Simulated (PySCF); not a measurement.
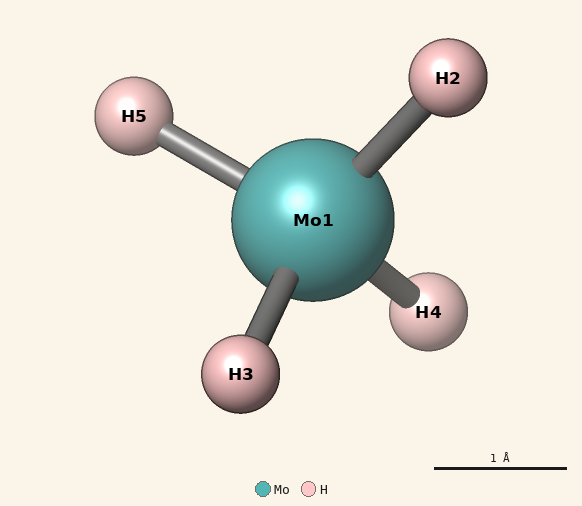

Orthographic view. Atoms fade into the background with distance from the viewer. Charge 0, singlet. The geometry was computed by an optimisation with PBE0-D3(BJ)/def2-SVP. No frequency run is at hand to confirm it as a minimum. Other spin states may lie lower.

Give the geometry as a Z-matrix, atoms in numerical order, with these reference atoms: 2 to 1; 3 to 1, 2; 4 to 1, 3, 2; 5 to 1, 3, 2.

```
Mo 
H    1   1.678
H    1   1.678   2   110.7
H    1   1.678   3   110.9   2   118.6
H    1   1.678   3   106.6   2  -120.6
```
